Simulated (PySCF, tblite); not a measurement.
**C6H14SSi2: geometry, infrared bands and NMR shifts**

Wanted: the infrared bands and NMR shifts of C6H14SSi2 (`C#C[C@@](C)(C[SiH2]C)S[SiH3]`), by calculation.

The runs use tblite 0.8.0 and PySCF 2.14.0, with density-fitted response routines of our own; the level of theory stands in each step. All values are computed, except where a source is named. Atoms are numbered from 0 throughout.

### Step 1. The starting structure

23 atoms, charge 0, multiplicity 1; geometry from: force field or distance geometry start.

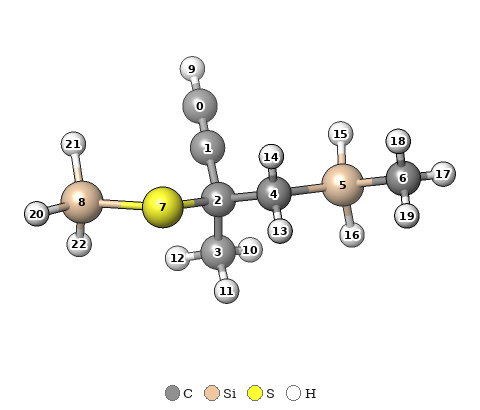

The starting geometry (carbon grey, silicon light orange, sulfur yellow, hydrogen white), atoms numbered.

### Step 2. Optimising the geometry with GFN2-xTB

The job: settings as JSON, then the geometry in Å.

```
{"job": {"kind": "relax", "xc": "GFN2-xTB", "basis": "xTB"}, "charge": 0, "multiplicity": 1}
C     -1.287600     2.218000    -0.922800
C     -1.006000     1.158100    -0.464600
C     -0.619400    -0.164600     0.119400
C     -0.839400    -1.273800    -0.925200
C      0.831900    -0.131800     0.646900
Si     2.235200     0.204600    -0.575600
C      3.877200     0.205200     0.293000
S     -1.646600    -0.527100     1.619700
Si    -3.708500    -0.279100     1.079700
H     -1.558400     3.168800    -1.328100
H     -0.256000    -1.108700    -1.828200
H     -0.547200    -2.262600    -0.517200
H     -1.884600    -1.350400    -1.241000
H      1.078600    -1.091400     1.112500
H      0.927500     0.647800     1.420800
H      2.042000     1.516200    -1.230800
H      2.243400    -0.844600    -1.616800
H      4.693200     0.380900    -0.406300
H      3.913900     0.982100     1.072300
H      4.067400    -0.759200     0.788400
H     -4.560500    -0.691000     2.228500
H     -3.985000     1.151400     0.768000
H     -4.015800    -1.121800    -0.082500
```

The run is started by

```bash
$ OMP_NUM_THREADS=1 python probes_run.py task.json out
```

The driver reads the jobs from task.json and runs them one after another.

**Question.** This job is followed by: GFN2-xTB harmonic vibrations, gas phase; GIAO PBE0/pcSseg-1 NMR shielding, non-relativistic, gas phase. Predict these results of the whole session: strongest single infrared mode (GFN2-xTB); zero-point energy (GFN2-xTB); 13C shifts against TMS (PBE0/pcSseg-1); 1H shifts against TMS (PBE0/pcSseg-1, means over atoms taken as alike); 29Si shifts against TMS (PBE0/pcSseg-1); 33S shifts against CS2 (PBE0/pcSseg-1); surface potential, least and greatest.

The runs gave:

| quantity | value |
| --- | --- |
| strongest single infrared mode (GFN2-xTB) | 780 cm⁻¹, 443 km/mol |
| zero-point energy (GFN2-xTB) | 106.5 kcal/mol |
| 13C shifts against TMS (PBE0/pcSseg-1) | 91.7, 83.6, 45.7, 33.8, 33.7, -7.2 ppm |
| 1H shifts against TMS (PBE0/pcSseg-1, means over atoms taken as alike) | 4.60, 4.58, 4.31, 2.36, 1.72, 1.71, 1.54, 0.16 ppm |
| 29Si shifts against TMS (PBE0/pcSseg-1) | -47.0, -64.1 ppm |
| 33S shifts against CS2 (PBE0/pcSseg-1) | 11 ppm |
| surface potential, least and greatest | -1.02 V and 1.30 V |

**Reading.** Relaxing lowered the energy by 0.229 eV in 125 steps; the close pair that moved most is C1–C2, from 1.497 to 1.442 Å. The lowest mode is imaginary (35i cm⁻¹), so the xTB geometry is not a minimum. GFN2-xTB is a fitted tight-binding method: band positions and strengths are rough. Its intensities can rank the bands wrongly. At PBE0/pcSseg-1: Shielding is most anisotropic at S7 (span 634 ppm, paramagnetic term -566 ppm).
